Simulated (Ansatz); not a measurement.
H4N2Sn (SMILES [NH2][Sn][NH2])

```yaml
atoms:
  - { symbol: N, position_ang: [-1.3188, -0.1391, -0.6522] }
  - { symbol: Sn, position_ang: [0.3893, 0.8781, -1.0058] }
  - { symbol: N, position_ang: [1.3462, 0.1426, 0.6129] }
  - { symbol: H, position_ang: [-1.4876, -0.7664, 0.1192] }
  - { symbol: H, position_ang: [-2.1270, -0.0692, -1.2489] }
  - { symbol: H, position_ang: [2.2926, 0.3954, 0.8470] }
  - { symbol: H, position_ang: [0.9665, -0.5094, 1.2820] }
```

Geometry: PBE0-D4/def2-TZVP; core potentials replace the inner electrons of Sn.

Theory: RKS PBE0-D4/def2-TZVPP in Ansatz.

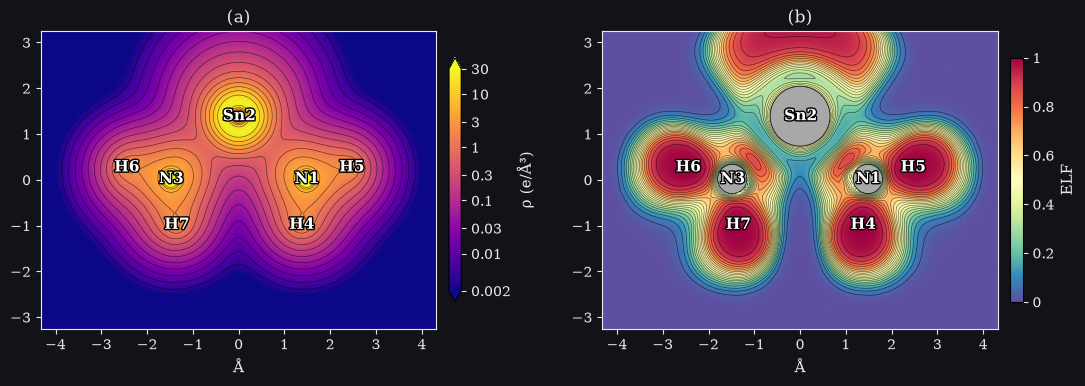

Figure 1. (a) electron density; (b) electron localisation function on the molecular plane. Grey discs cover the atomic cores in the ELF map.

### What does the map show?

Atoms in the plane: N, Sn and H. Sn–N (2.02 Å): the density is about 0.78 e/Å³ at the midpoint; the ELF peaks at about 0.90 in the valence shell of N, 0.6 Å from its nucleus, and drops to about 0.15 between the two atoms. N–H (1.01 Å): ρ is about 2.9 e/Å³ halfway; the ELF climbs to about 1 towards the hydrogen, as it does in any bond to H (a covalent bond by its length).

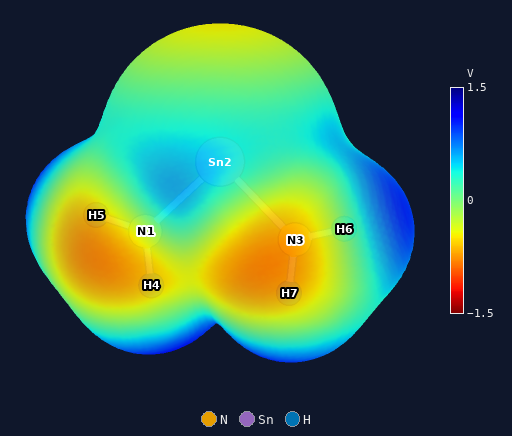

Figure 2. The electrostatic potential painted on the density surface at 0.001 e/bohr³, seen at a tilt; the colour scale runs from red (negative) to blue (positive).

### Which sites attract a positive test charge, and which a negative one?

A positive charge is drawn to the negative regions and a negative charge to the positive ones. The most negative region (about −0.8 V) lies over N1 and N3, the most positive (about +1.1 V) over H4, H5, H6 and H7.

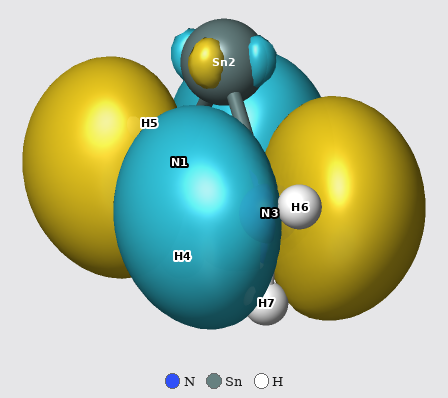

Figure 3. One frontier orbital at ±0.08 Å⁻³ᐟ² (yellow and cyan are the two phases), seen at an oblique angle.

### Which orbital is it: HOMO or LUMO?

The HOMO, at −6.62 eV. Its weight (Hirshfeld) is mainly on N1 (about 40 %) and N3 (about 40 %); it changes sign across the molecular plane (π type).
